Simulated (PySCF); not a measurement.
# [Eu(H2O)3]3+: other functionals and bases at one geometry

Aim: see how levels, charges and forces of [Eu(H2O)3]3+ depend on the level of theory. It is a constructed species; whether it can be made isn't addressed.

Program: PySCF 2.14.0. Level of theory: several levels, as the steps say, no spin–orbit coupling. These are calculated values, not measurements.

3 further runs of the same task are left out: 2 for a known fault of the program, 1 that didn't finish.

### 1 The starting structure

10 atoms, charge 3, spin multiplicity 1.

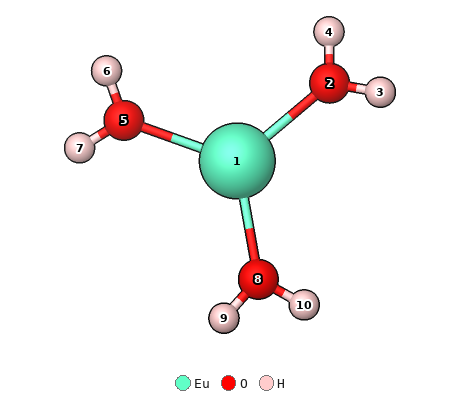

The geometry (europium green, oxygen red, hydrogen pink); atoms are numbered from 1 in the order of the file.

Geometry (Å):

```xyz
10
charge 3, multiplicity 1
Eu    0.00000    0.00000    0.00000
O     2.29588   -0.00001    0.00000
H     2.92006   -0.76946    0.12519
H     2.92007    0.76942   -0.12519
O    -1.14793    1.98829    0.00000
H    -0.79366    2.91358    0.12519
H    -2.12638    2.14414   -0.12519
O    -1.14795   -1.98828    0.00000
H    -2.12640   -2.14412    0.12519
H    -0.79369   -2.91357   -0.12519
```

Formal oxidation states: Eu +3. Each metal's 6 4f electrons lie in its core potential, so multiplicities, spins and levels count the valence alone. An earlier session relaxed this geometry at PBE, Eu lcecp-1-SVP with ECP52, O def2-SVP, H def2-SVP (singlet, point group D3).

At PBE on the finer grid: E = -263.118864 Eh, HOMO -23.20 eV, LUMO -17.73 eV, Mulliken charge on Eu1 +1.85 e, largest force component 0.006 eV/Å. 

Levels to run: CAM-B3LYP; TPSSh; HF; M06-L; PBE, TZVP. Hardware: 2 threads of Arm Neoverse V2, shared host.

### 2 CAM-B3LYP

The input, run.py (the lines that set the calculation):

```python
mol = gto.M(atom='''
Eu     0.00000     0.00000     0.00000
O      2.29588    -0.00001     0.00000
H      2.92006    -0.76946     0.12519
H      2.92007     0.76942    -0.12519
O     -1.14793     1.98829     0.00000
H     -0.79366     2.91358     0.12519
H     -2.12638     2.14414    -0.12519
O     -1.14795    -1.98828     0.00000
H     -2.12640    -2.14412     0.12519
H     -0.79369    -2.91357    -0.12519''',
    basis={'Eu': 'lcecp-1-SVP', 'O': 'def2-SVP', 'H': 'def2-SVP'},
    ecp={'Eu': 'lcecp-1-SVP'},
    charge=3, spin=0)
mf = dft.RKS(mol, xc='CAMB3LYP')
mf.grids.atom_grid = (75, 302)  # f atoms: unpruned, at least (60, 302)
mf = mf.density_fit()  # fitting sets: Eu AutoAux, O def2-universal-JKFIT, H def2-universal-JKFIT
mf.conv_tol = 1e-08; mf.max_cycle = 55
mf.kernel(dm0)  # dm0: the density of the relaxed state
```

Launch:

```
$ OMP_NUM_THREADS=2 python run.py
```

### 3 TPSSh

Edit run.py (the lines that set the calculation) of step 2 so:

```diff
@@ -14,3 +14,3 @@
     charge=3, spin=0)
-mf = dft.RKS(mol, xc='CAMB3LYP')
+mf = dft.RKS(mol, xc='TPSSH')
 mf.grids.atom_grid = (75, 302)  # f atoms: unpruned, at least (60, 302)
```

### 4 HF

Edit run.py (the lines that set the calculation) of step 3 so:

```diff
@@ -14,4 +14,3 @@
     charge=3, spin=0)
-mf = dft.RKS(mol, xc='TPSSH')
-mf.grids.atom_grid = (75, 302)  # f atoms: unpruned, at least (60, 302)
+mf = scf.RHF(mol)
 mf = mf.density_fit()  # fitting sets: Eu AutoAux, O def2-universal-JKFIT, H def2-universal-JKFIT
```

### 5 M06-L

Edit run.py (the lines that set the calculation) of step 4 so:

```diff
@@ -14,3 +14,4 @@
     charge=3, spin=0)
-mf = scf.RHF(mol)
+mf = dft.RKS(mol, xc='M06L')
+mf.grids.atom_grid = (75, 302)  # f atoms: unpruned, at least (60, 302)
 mf = mf.density_fit()  # fitting sets: Eu AutoAux, O def2-universal-JKFIT, H def2-universal-JKFIT
```

### 6 PBE, TZVP

Basis: Eu lcecp-1-TZVP with ECP52, O def2-TZVP, H def2-TZVP. 

Edit run.py (the lines that set the calculation) of step 5 so:

```diff
@@ -11,6 +11,6 @@
 H     -0.79369    -2.91357    -0.12519''',
-    basis={'Eu': 'lcecp-1-SVP', 'O': 'def2-SVP', 'H': 'def2-SVP'},
-    ecp={'Eu': 'lcecp-1-SVP'},
+    basis={'Eu': 'lcecp-1-TZVP', 'O': 'def2-TZVP', 'H': 'def2-TZVP'},
+    ecp={'Eu': 'lcecp-1-TZVP'},
     charge=3, spin=0)
-mf = dft.RKS(mol, xc='M06L')
+mf = dft.RKS(mol, xc='PBE')
 mf.grids.atom_grid = (75, 302)  # f atoms: unpruned, at least (60, 302)
@@ -18,2 +18,2 @@
 mf.conv_tol = 1e-08; mf.max_cycle = 55
-mf.kernel(dm0)  # dm0: the density of the relaxed state
+mf.kernel(dm0)  # dm0: free metal ions and neutral atoms
```

Before running it: what results should come out? Wanted: for each run, HOMO; gap; charge on Eu1; dipole; largest force.

As calculated:

| level | state | HOMO (eV) | gap (eV) | charge on Eu1 (e) | dipole (D) | largest force (eV/Å) | basis functions | time |
| --- | --- | --- | --- | --- | --- | --- | --- | --- |
| PBE (relaxed here) | singlet | -23.20 | 5.47 | 1.85 | 0.00 | 0.01 | 105 | 12 s |
| CAM-B3LYP | singlet | -26.53 | 10.61 | 1.97 | 0.00 | 0.39 | 105 | 6.5 s |
| TPSSh | singlet | -24.02 | 6.87 | 1.96 | 0.00 | 0.30 | 105 | 7.7 s |
| HF | singlet | -29.80 | 16.16 | 2.29 | 0.00 | 2.03 | 105 | 2.3 s |
| M06-L | singlet | -23.59 | 6.61 | 2.06 | 0.00 | 0.64 | 105 | 8 s |
| PBE, TZVP | singlet | -23.26 | 5.57 | 2.13 | 0.00 | 0.32 | 176 | 14 s |

Times are on 2 threads of Arm Neoverse V2, shared host; the first row also made further properties. The dipole of a charged species depends on the origin, so these sizes hold for this origin alone.

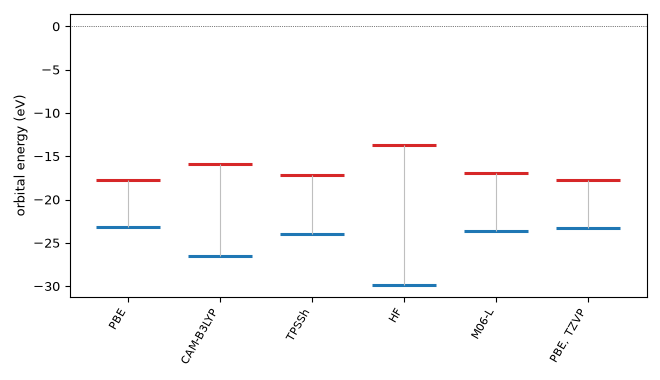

Highest filled and lowest empty level, method by method.

In one basis the HOMO–LUMO gap runs from 5.47 eV (PBE) to 16.16 eV (HF). The largest leftover force, 2.03 eV/Å with HF, stands at a geometry relaxed at another level. The Mulliken charge on Eu spans +1.85 to +2.29 e over the levels. With 4f in the core, its levels are missing from HOMO and gap. Total energies of different levels can't be compared. Spin–orbit coupling is left out throughout.
